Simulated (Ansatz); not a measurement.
```
atom   x (Å)   y (Å)    z (Å)
   C  0.0000  0.0000  -0.6940
   C  0.0000  0.0000   0.5868
  Se  0.0000  0.0000  -2.4319
  Te  0.0000  0.0000   2.5391
```

Geometry: PBE-D3(BJ)/def2-SVP; core potentials replace the inner electrons of Te.

Computed with isolated molecule in a Gaussian basis; Kohn-Sham density functional theory, functional PBE0 (Ansatz).

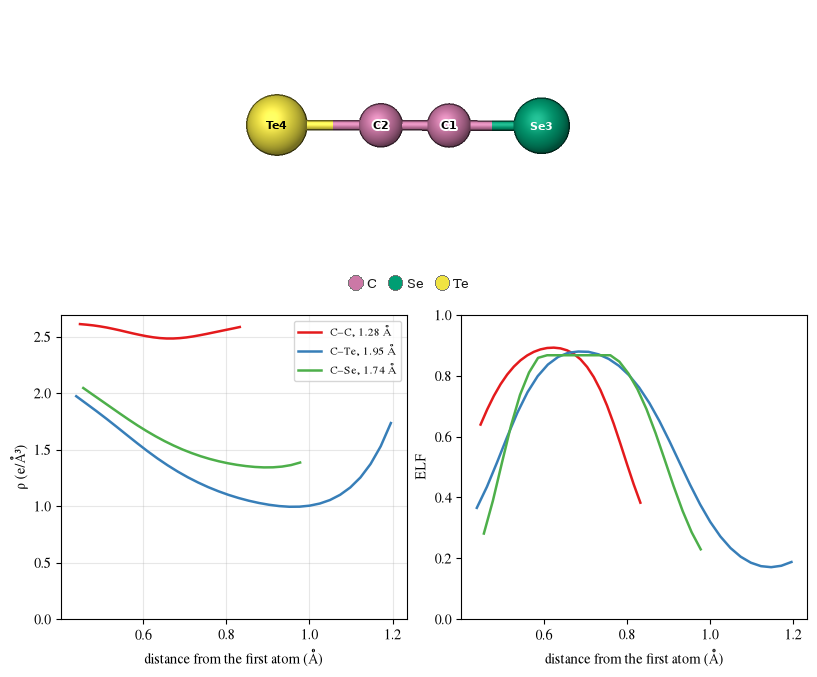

C2SeTe. Electron density and ELF along straight lines between neighbouring atoms. The curves leave out the atomic cores. The structure is drawn too.

Question: Compare the contacts.

Answer: C–C (1.28 Å): ρ is about 2.5 e/Å³ halfway; the ELF peaks at about 0.90 between the atoms: a short, multiple covalent bond.
C–Te (1.95 Å): ρ at the midpoint is about 1 e/Å³; the ELF peaks at about 0.90 between the atoms; a covalent bond.
C–Se (1.74 Å): ρ at the midpoint is about 1.3 e/Å³; the ELF peaks at about 0.85 between the atoms (a covalent bond).
